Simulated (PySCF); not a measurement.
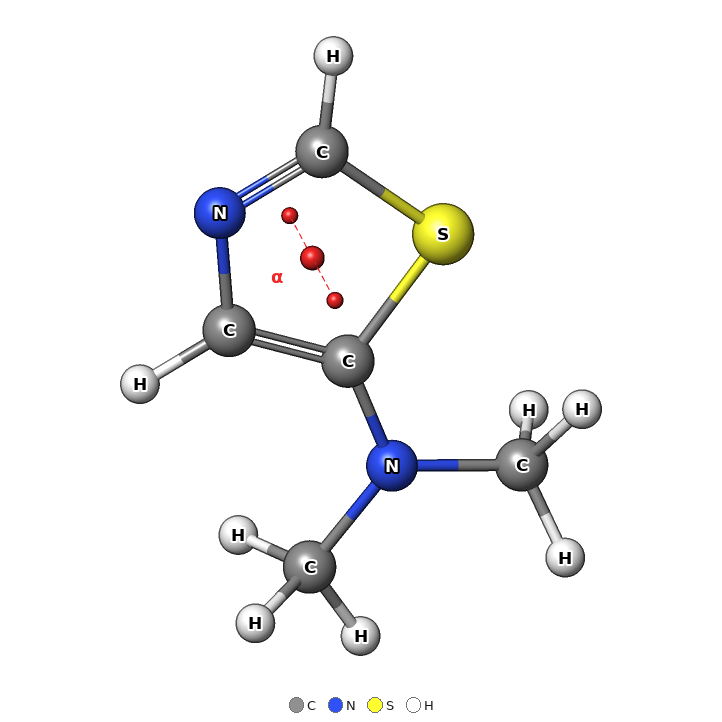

The small points mark where nucleus-independent chemical shifts (NICS) were computed: at the centre of each lettered ring and 1 Å above and below it. Geometry: a frame of a GFN2-xTB molecular-dynamics simulation, not a minimum. Method: GIAO PBE0/pcSseg-1 NMR shielding, non-relativistic, gas phase (PySCF 2.14.0).

Give NICS(0), NICS(1) and the out-of-plane component NICS(1)zz for each ring (means of the two sides).

| ring | members | NICS(0) | NICS(1) | NICS(1)zz |
| --- | --- | --- | --- | --- |
| α | C3NS | −11.4 | −10.3 | −22.9 |

Values in ppm.

Question: What do the values say about the ring currents?

Answer: Ring α: diatropic, as in an aromatic ring. NICS is one index among several.
